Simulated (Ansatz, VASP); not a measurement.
**CdTe in two plane-wave programs**

Aim: how closely do two programs agree when they are given the same cell, functional and k mesh? The cell is taken from a series of VASP runs on this material, whose earlier steps may have relaxed, scaled or displaced it; both programs get it as it stands. Other levels of theory on this material are compared in a session of their own. Valence electrons are named where the data sets of a main pair hold unlike numbers.

Main program and level: Ansatz 0.2.0; plane waves, with VASP 6.6.1 beside it; band structure at r2SCAN, spin-orbit coupling.

## Step 1: The starting structure

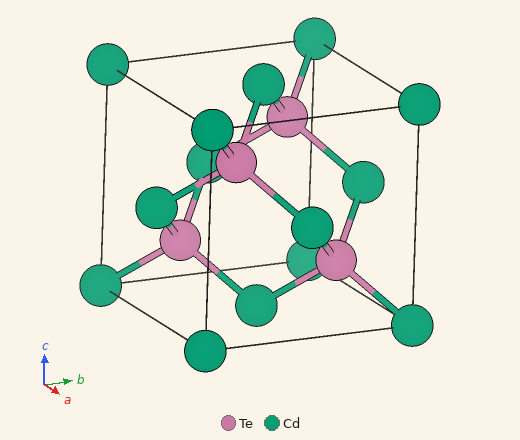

The cell as given, slightly off an axis (tellurium pink, cadmium teal). This picture shows the conventional cell, with its axes. Bonds to atoms that aren't drawn are left out. Some periodic images of atoms are drawn too.

## Step 2: Ansatz: band structure, r2SCAN, spin-orbit coupling

Ansatz runs on its fully relativistic PAW (standard-fr) files.

The same path points are solved in both programs, so levels can be compared one by one.

input.yaml reads:

```yaml
crystal:
  lattice:
    - [0.0, 3.24, 3.24]
    - [3.24, 0.0, 3.24]
    - [3.24, 3.24, 0.0]
  atoms:
    - { symbol: Te, position: [0.75, 0.75, 0.75] }
    - { symbol: Cd, position: [0.0, 0.0, 0.0] }
hamiltonian:
  xc: r2scan
  pseudopotentials: { kind: paw_fr }
magnetization:
  noncollinear: true
  spin_orbit: true
kpoints:
  mp_grid: { grid: [6, 6, 6] }
  band_path:
    path:
      - [0.0, 0.0, 0.0]
      - [0.16667, 0.0, 0.16667]
      - [0.33333, 0.0, 0.33333]
      - [0.5, 0.0, 0.5]
      - [0.5, 0.08333, 0.58333]
      - [0.5, 0.19444, 0.69444]
      - [0.5, 0.25, 0.75]
      - [0.45833, 0.29167, 0.75]
      - [0.40278, 0.34722, 0.75]
      - [0.375, 0.375, 0.75]
      - [0.20833, 0.20833, 0.41667]
      - [0.08333, 0.08333, 0.16667]
      - [0.0, 0.0, 0.0]
      - [0.22222, 0.22222, 0.22222]
      - [0.38889, 0.38889, 0.38889]
      - [0.51389, 0.47222, 0.51389]
      - [0.55556, 0.38889, 0.55556]
      - [0.61111, 0.27778, 0.61111]
      - [0.61111, 0.25, 0.63889]
      - [0.56944, 0.25, 0.68056]
      - [0.51389, 0.25, 0.73611]
      - [0.5, 0.27778, 0.72222]
      - [0.5, 0.38889, 0.61111]
      - [0.5, 0.47222, 0.52778]
      - [0.48611, 0.48611, 0.52778]
      - [0.43056, 0.43056, 0.63889]
      - [0.38889, 0.38889, 0.72222]
      - [0.59722, 0.19444, 0.59722]
      - [0.55556, 0.11111, 0.55556]
      - [0.5, 0.0, 0.5]
    npoints: 1
scf:
  occupations: { method: gaussian, width: 0.03 }
  n_extra_bands: 14
output:
  forces: true
  stress: true
  eigenvalues: true
```

Command:

```
ansatz run input.yaml --threads 2 --pin off --max-ram 4608MiB --backend cpu --events-out ev --progress --plain --runs-dir out
```

Numbers of over 12 decimals in the logs are rounded to 6 here.

What it wrote:

```text
scf.n_extra_bands = 14 over 36 filled bands (N_el = 36.0): the run solves 50 bands
Engine: ansatz 0.2.0, aarch64-unknown-linux-gnu
Pseudopotentials: kind: paw_fr
Pseudopotential: Te, paw_fr, valence charge 16, recommended cutoff 500 eV (meta_gga), Te.paw.azcp#standard-fr
Pseudopotential: Cd, paw_fr, valence charge 20, recommended cutoff 500 eV (meta_gga), Cd.paw.azcp#standard-fr
Functional definition: r2SCAN
  parameter k0 = 0.174
  parameter k1 = 0.065
  parameter a1 = 4.9479
  exchange = r2scan_x(k0 = k0, k1 = k1, a1 = a1)
  correlation = r2scan_c
non-collinear run that drives no moment, with spin-orbit: no starting moment large enough to seed its density (crystal.atoms[].spin), no starting occupations that ask for one, no magnetisation constraint and no magnetic field, so the semilocal B_xc is pinned to zero
Crystal: 2 atoms, lattice volume = 68.024 Å³
Basis set: ecut = 500 eV, 1759 PW (Γ), exchange–correlation on 144×144×144 points (64 copies of the dense FFT grid, shifted against one another)
Bands: 50, of which v1, the nominal top of the filled ones, is band 36 counted from 1 (35 counted from 0)
Symmetry: 24 space group operations + 24 with time reversal
Magnetic group: BNS 216.75 (UNI 1577), of the structure as read, at distance tolerance 4.1e-5 Å
k-points: 16 of 216 (time reversal used)
Projection manifold: j_resolved (fully-relativistic pseudo-atomic orbitals)
Non-local potential: Te, projectors of the file, l = 0: 2, l = 1: 4, l = 2: 4, l = 3: 4
Non-local potential: Cd, projectors of the file, l = 0: 3, l = 1: 4, l = 2: 4, l = 3: 2
PAW form: soft (Blöchl's): semilocal exchange-correlation on the pseudo side does not see the compensation charge
PAW frozen core: Te, regenerated for the run's functional (the file was generated under x = pbe(κ = 0.804, μ = 0.219515), c = pbe(β = 0.066725))
PAW frozen core: Cd, regenerated for the run's functional (the file was generated under x = pbe(κ = 0.804, μ = 0.219515), c = pbe(β = 0.066725))
PAW one-centre angular grid: Te, 590 points (default); XC on 224 Gauss nodes
PAW one-centre angular grid: Cd, 590 points (default); XC on 224 Gauss nodes
Initial density: superposition of atomic densities (chi_scale 0.1, normalization cell, long waves kept (reshape's long-wave potential 0.00 eV rms))
Initial wavefunctions: pseudopotential atomic-orbital guess
Functional: x = r2scan, c = r2scan; τ floored in thin density (d = 2e-4 eV/Å³)
iter 1 solved again at ethr=7.47e-4 eV; its pass at ethr=3.10e-3 eV (dr2=2.69e-1 eV) is discarded
SCF iter   1: F=—  HF=-15244.608015 eV  |F-HF|=—  |Δ(HF+E_count)|=         —  Δρ=2.42e-2  dr2=2.70e-1  dr2_τ=1.65e-3  dr2_m=0.00e0 (ungated)  ethr=7.47e-4  |M|=0.00e0 ∫|m|=0.00e0 μB  |m|>n=0.0e0 m-floor=0.0e0 τ_xc=0.0e0  β_m=0.30  ⟨swp⟩=2.8  Hψ=5254  notcnv=0
preconditioner: auto → none  [insulator: Δε(μ)=0.824 eV  Ē_g=14.333 eV  σ=0.030 eV  W_gap=1.00  n_scr=14 (ndim 8)  ℏωp=19.1 eV  f_vac=0.156  D(μ)=0.00/eV (n_scr^D=0)  ε∞_Penn≈2.8]
SCF iter   2: F=—  HF=-15244.625078 eV  |F-HF|=—  |Δ(HF+E_count)|=   1.71e-2  Δρ=1.44e-2  dr2=9.11e-2  dr2_τ=1.87e-3  dr2_m=0.00e0 (ungated)  ethr=7.47e-4  |M|=0.00e0 ∫|m|=0.00e0 μB  |m|>n=0.0e0 m-floor=0.0e0 τ_xc=0.0e0  β_m=0.47  ⟨swp⟩=3.6  Hψ=1338  notcnv=0
SCF iter   3: F=—  HF=-15244.647042 eV  |F-HF|=—  |Δ(HF+E_count)|=   2.20e-2  Δρ=4.61e-3  dr2=8.33e-3  dr2_τ=1.40e-4  dr2_m=0.00e0 (ungated)  ethr=2.53e-4  |M|=0.00e0 ∫|m|=0.00e0 μB  |m|>n=0.0e0 m-floor=0.0e0 τ_xc=0.0e0  β_m=0.52  ⟨swp⟩=3.0  Hψ=1470  notcnv=0  defer=90
SCF iter   4: F=—  HF=-15244.650507 eV  |F-HF|=—  |Δ(HF+E_count)|=   3.46e-3  Δρ=7.75e-4  dr2=1.60e-4  dr2_τ=3.86e-6  dr2_m=0.00e0 (ungated)  ethr=2.31e-5  |M|=0.00e0 ∫|m|=0.00e0 μB  |m|>n=0.0e0 m-floor=0.0e0 τ_xc=0.0e0  β_m=0.64  ⟨swp⟩=2.3  Hψ=1222  notcnv=0  defer=90
SCF iter   5: F=—  HF=-15244.650607 eV  |F-HF|=—  |Δ(HF+E_count)|=   1.00e-4  Δρ=1.57e-4  dr2=1.04e-5  dr2_τ=8.88e-8  dr2_m=0.00e0 (ungated)  ethr=4.45e-7  |M|=0.00e0 ∫|m|=0.00e0 μB  |m|>n=0.0e0 m-floor=0.0e0 τ_xc=0.0e0  β_m=0.59  ⟨swp⟩=2.0  Hψ=990  notcnv=0  defer=90
SCF iter   6: F=—  HF=-15244.650584 eV  |F-HF|=—  |Δ(HF+E_count)|=   2.25e-5  Δρ=3.79e-5  dr2=3.86e-7  dr2_τ=9.16e-9  dr2_m=0.00e0 (ungated)  ethr=2.89e-8  |M|=0.00e0 ∫|m|=0.00e0 μB  |m|>n=0.0e0 m-floor=0.0e0 τ_xc=0.0e0  β_m=0.80  ⟨swp⟩=2.1  Hψ=1148  notcnv=0  defer=90
SCF iter   7: F=-15244.650585 eV  HF=-15244.650585 eV  |F-HF|=5.83e-9  |Δ(HF+E_count)|=   4.21e-7  Δρ=5.76e-6  dr2=1.31e-8  dr2_τ=3.08e-10  dr2_m=0.00e0 (ungated)  ethr=2.78e-10  |M|=0.00e0 ∫|m|=0.00e0 μB  |m|>n=0.0e0 m-floor=0.0e0 τ_xc=0.0e0  ⟨swp⟩=9.9  Hψ=3745  notcnv=0
SCF 1 converged in 7 iterations: F = -15244.650585 eV  dr2 = 1.31e-8
  greatest PAW one-centre occupation: 1.001 electrons in one spin orbital (limit 2), on the Cd atom at site 1 (counted from 0), in its partial waves of l = 0
NSCF: frozen V_eff on 30 k-points
SCF converged after 7 iterations
Magnetization: |M| = 0.0000 μB,  M = (+0.0000, +0.0000, +0.0000) μB
Absolute magnetization: 0.0000 μB (∫|m|)
  site 0: m = (+0.0000, +0.0000, +0.0000) μB, |m| = 0.0000 μB  (R = 1.16 Å)
  site 1: m = (+0.0000, +0.0000, +0.0000) μB, |m| = 0.0000 μB  (R = 1.16 Å)
Free energy (F): -15244.650585 eV
Harris-Foulkes:  -15244.650585 eV  (|F-HF|=5.83e-9)
Internal energy: -15244.650585 eV  (E = F + TS)
E sigma→0 (E₀):  -15244.650585 eV
Fermi energy:    7.995620 eV
--- Per-component energies (eV) ---
  E_band       = -827.368591
  E_kinetic    = 686.383498
  E_local      = -5420.044114  (includes V_loc(G=0)·N_el)
  E_nonlocal   = -277.096739
  E_hartree    = 2734.863521
  E_xc         = -283.886591
  E_vxc        = -358.177578  (∫ρ·V_xc dr)
  E_paw        = -8772.578098  (= ΣΔE_a)
  E_vpaw       = -952.424468  (= ΣTr[D̂ρ^β])
  E_aug_tail   = -0.000032  (compensation charges beyond the density's cutoff)
  E_vtau       = 24.266916  (kinetic-family band-sum trace: ∫τ·v_τ [+ j·A + Jᵃ·Aᵃ] dr)
  E_ewald      = -3912.024287
  E_core_change = -0.267743  (= ΣΔE_core)
  E_smearing   = -0.000000  (= −TS)
  E_closure    = -0.000000  (closes the sum)
  Σ components = -15244.650585   (vs F -15244.650585, Δ=0.00e0)
--- Forces (eV/Å), atoms counted from 1 ---
  atom   1  Te     0.00000000    -0.00000000    -0.00000000
  atom   2  Cd    -0.00000000     0.00000000     0.00000000
  max |Σ_I F_I| component: 1.20e-16 eV/Å
--- Stress (GPa, compression-positive) ---
        1.573652       0.000000       0.000000
        0.000000       1.573652       0.000000
       -0.000000       0.000000       1.573652
  P = ⅓ Tr σ = 1.5737 GPa (15.737 kbar)
--- Band table (eV; the first three rows and the last of 16) ---
  k-point 0: bands = [... 32 lower, 7.4865, 7.4865, 7.4865, 7.4865, 8.5041, 8.5041, 12.0373, 12.0373, ... 10 higher]
  k-point 1: bands = [... 32 lower, 6.7516, 6.7516, 7.2395, 7.2570, 9.5234, 9.5234, 12.3342, 12.3342, ... 10 higher]
  k-point 2: bands = [... 32 lower, 6.3323, 6.3323, 6.8414, 6.8573, 9.5811, 9.5811, 12.7879, 12.7879, ... 10 higher]
  k-point 15: bands = [... 32 lower, 4.6729, 5.0190, 5.1360, 5.1539, 11.1455, 11.3308, 11.3316, 11.4158, ... 10 higher]
```

The job ended after 46 s (2 threads of Arm Neoverse N1, shared host; peak memory 0.77 GiB).

In the SCF lines HF is the Harris–Foulkes energy and dr2 the Hartree energy of the density residual, in eV; the loop may stop once dr2 is under the threshold and the program's other checks hold. Hψ counts applications of the Hamiltonian.

## Step 3: VASP: band structure, r2SCAN, spin-orbit coupling

The same cell, functional, mesh and smearing now go to VASP, with its own data sets.

Lines of VASP's logs that name or quote its potential files are left out, and so is its time.

INCAR reads:

```
SYSTEM = CdTe
PREC = Accurate
ENCUT = 350
EDIFF = 1E-06
NELM = 100
ISMEAR = 0
SIGMA = 0.03
LREAL = .FALSE.
ALGO = Normal
METAGGA = R2SCAN
LASPH = .TRUE.
LNONCOLLINEAR = .TRUE.
MAGMOM = 0 0 0 0 0 0
NBANDS = 30
GGA_COMPAT = .FALSE.
LSORBIT = .TRUE.
LORBIT = 11
LWAVE = .FALSE.
LCHARG = .FALSE.
KPAR = 4
```

POSCAR reads:

```
CdTe
1.0
    0.0000000000      3.2400000000      3.2400000000
    3.2400000000      0.0000000000      3.2400000000
    3.2400000000      3.2400000000      0.0000000000
Te Cd
1 1
Direct
    0.7500000000      0.7500000000      0.7500000000
    0.0000000000      0.0000000000      0.0000000000
```

KPOINTS reads:

```
Automatic mesh
0
Gamma
6 6 6
0 0 0
```

KPOINTS_OPT reads:

```
Line mode
10
Line-mode
Reciprocal
  0.00000000   0.00000000   0.00000000 GAMMA
  0.50000000   0.00000000   0.50000000 X

  0.50000000   0.00000000   0.50000000 X
  0.50000000   0.25000000   0.75000000 W

  0.50000000   0.25000000   0.75000000 W
  0.37500000   0.37500000   0.75000000 K

  0.37500000   0.37500000   0.75000000 K
  0.00000000   0.00000000   0.00000000 GAMMA

  0.00000000   0.00000000   0.00000000 GAMMA
  0.50000000   0.50000000   0.50000000 L

  0.50000000   0.50000000   0.50000000 L
  0.62500000   0.25000000   0.62500000 U

  0.62500000   0.25000000   0.62500000 U
  0.50000000   0.25000000   0.75000000 W

  0.50000000   0.25000000   0.75000000 W
  0.50000000   0.50000000   0.50000000 L

  0.50000000   0.50000000   0.50000000 L
  0.37500000   0.37500000   0.75000000 K

  0.62500000   0.25000000   0.62500000 U
  0.50000000   0.00000000   0.50000000 X
```

PAW data sets: Te and Cd (PBE family, release 64).

Command:

```
mpirun -np 4 vasp_ncl
```

What it wrote:

```text
[banner, memory and clock lines left out]
running    4 mpi-ranks, on    1 nodes
 distrk:  each k-point on    1 cores,    4 groups
 distr:  one band on    1 cores,    1 groups

 POSCAR found type information on POSCAR TeCd
 POSCAR found :  2 types and       2 ions
|                                                                             |
|               ----> ADVICE to this user running VASP <----                  |
|                                                                             |
|     You enforced a specific xc type in the INCAR file but a different       |
|     [... a line on the potential file left out ...]
|     I HOPE YOU KNOW WHAT YOU ARE DOING!                                     |
|                                                                             |

 LDA part: xc-table for (None), standard interpolation
 POSCAR, INCAR and KPOINTS ok, starting setup
 FFT: planning ... GRIDC
 FFT: planning ... GRID_SOFT
 FFT: planning ... GRID
 WAVECAR not read
 entering main loop
       N       E                     dE             d eps       ncg     rms          rms(c)
DAV:   1     0.437199591996E+02    0.43720E+02   -0.66539E+03  1360   0.779E+02
DAV:   2    -0.473668565219E+02   -0.91087E+02   -0.87867E+02  1474   0.230E+02
DAV:   3    -0.512760267229E+02   -0.39092E+01   -0.38896E+01  1528   0.491E+01
DAV:   4    -0.513163495456E+02   -0.40323E-01   -0.40315E-01  1626   0.444E+00
DAV:   5    -0.513167502577E+02   -0.40071E-03   -0.40071E-03  1526   0.425E-01    0.615E+00
DAV:   6    -0.467591815422E+02    0.45576E+01   -0.28879E+00  1356   0.222E+01    0.724E+00
DAV:   7    -0.467298760243E+02    0.29306E-01   -0.13667E-01  1470   0.398E+00    0.480E+00
DAV:   8    -0.467388211592E+02   -0.89451E-02   -0.86916E-02  1422   0.316E+00    0.124E+00
DAV:   9    -0.467409788953E+02   -0.21577E-02   -0.33761E-03  1518   0.507E-01    0.511E-01
DAV:  10    -0.467412698518E+02   -0.29096E-03   -0.13136E-03  1460   0.347E-01    0.225E-01
DAV:  11    -0.467411546511E+02    0.11520E-03   -0.50330E-04  1458   0.218E-01    0.566E-02
DAV:  12    -0.467411556342E+02   -0.98312E-06   -0.30083E-05  1514   0.664E-02    0.391E-02
DAV:  13    -0.467411570326E+02   -0.13984E-05   -0.89653E-06  1476   0.333E-02    0.287E-02
DAV:  14    -0.467411612823E+02   -0.42497E-05   -0.11314E-05  1434   0.391E-02    0.182E-02
DAV:  15    -0.467411597678E+02    0.15145E-05   -0.37560E-06  1512   0.275E-02    0.612E-03
DAV:  16    -0.467411597813E+02   -0.13505E-07   -0.12161E-07   822   0.250E-03
   1 F= -.46741160E+02 E0= -.46741160E+02  d E =-.363566E-17  mag=     0.0000     0.0000    -0.0000
 Start KPOINTS_OPT (optional k-point list driver)
k-point batch [1-22\100]
       N       E                     dE             ncg
DAV:   1     0.300608690894E+03   -0.70692E+04     1360
DAV:   2    -0.169184086044E+04   -0.19924E+04     1498
DAV:   3    -0.177097908363E+04   -0.79138E+02     1586
DAV:   4    -0.177182907966E+04   -0.85000E+00     1704
DAV:   5    -0.177183656068E+04   -0.74810E-02     1554
DAV:   6    -0.177183673937E+04   -0.17869E-03     1726
DAV:   7    -0.177183674302E+04   -0.36497E-05     1434
DAV:   8    -0.177183674312E+04   -0.98381E-07     1094
[...]
k-point batch [89-100\100]
       N       E                     dE             ncg
DAV:   1     0.403399404127E+04   -0.52744E+04      728
DAV:   2     0.294603582273E+04   -0.10880E+04      822
DAV:   3     0.290446343622E+04   -0.41572E+02      890
DAV:   4     0.290405537372E+04   -0.40806E+00      902
DAV:   5     0.290405199173E+04   -0.33820E-02      858
DAV:   6     0.290405192127E+04   -0.70459E-04      910
DAV:   7     0.290405191964E+04   -0.16320E-05      762
DAV:   8     0.290405191959E+04   -0.43134E-07      548
```

(Continued in part 2 of 2.)

[Lines on the potential files, build, host, timing and source positions are cut from VASP's logs without a mark.]

[Logs are printed without paths, hosts, clocks, repeated set-up lines and the standing remarks that a program may print on its own settings, such as how far it seeks lower states.]

[Hosts, paths, dates, database ids (printed as entryN), source tags and the programs' standing remarks are cut or masked in the printed files.]
